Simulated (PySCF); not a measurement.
SMILES O=[CH], doublet at its CAM-B3LYP/def2-SVP optimised geometry (Å):

```
3

C     -0.2350    -0.4819     0.0000
O     -0.8999     0.4819     0.0000
H      0.8999    -0.4819     0.0000
```

Calculation: unrestricted CAM-B3LYP/def2-TZVP (PySCF).

Map of the electrostatic potential (hartree/e) on the plane z = 1.5 Å:

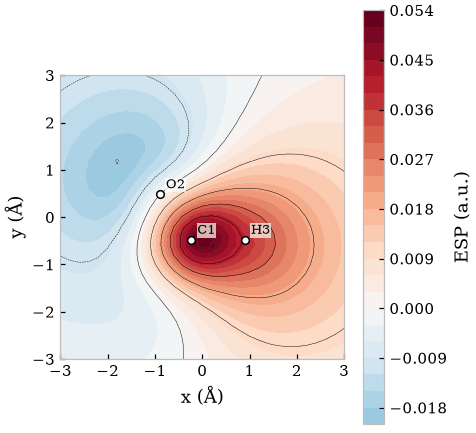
Electrostatic potential (hartree/e) on the plane z = 1.5 Å.
